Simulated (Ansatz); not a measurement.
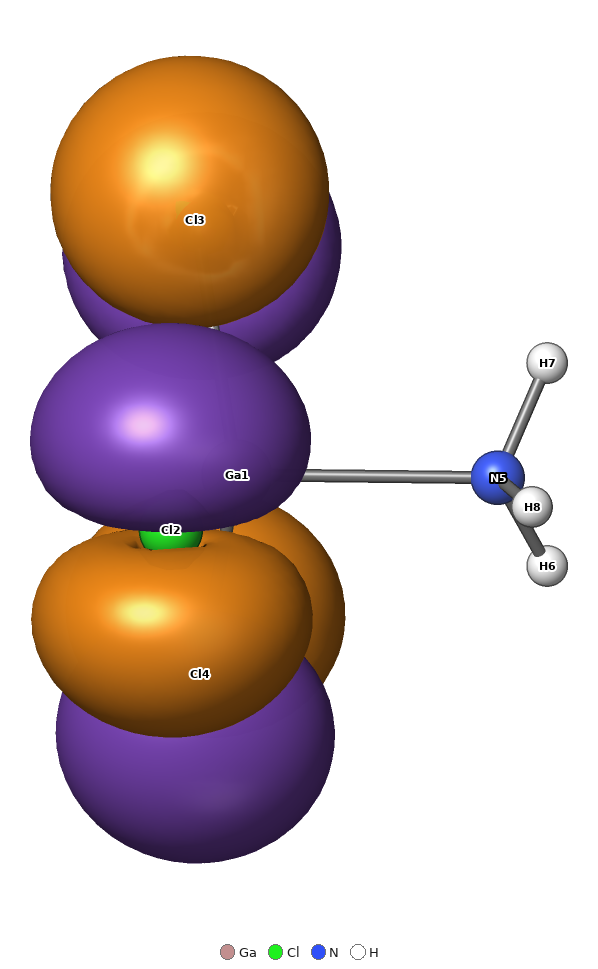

Cl₃GaH₃N. The HOMO at ±0.08 Å⁻³ᐟ² (orange and purple are the two phases), seen at a tilt.

All numbers below come from RKS PBE/def2-SVP in Ansatz.

```tsv
atom	x (Å)	y (Å)	z (Å)
Ga	0.0177	-0.1067	0.2865
Cl	-0.1346	0.8521	2.2409
Cl	1.9259	0.0700	-0.7532
Cl	-1.7842	-0.1314	-0.9423
N	0.0844	-2.1188	0.8822
H	-0.6950	-2.6431	0.4574
H	0.9721	-2.5575	0.5951
H	0.0025	-2.1808	1.9080
```

**Where does this orbital lie, and at what energy?**

Its weight (Hirshfeld) is mainly on Cl3 (about 30 %), Cl4 (about 30 %) and Cl2 (about 30 %); largely a combination of lone pairs on Cl3, Cl4 and Cl2. Its energy is −6.88 eV.
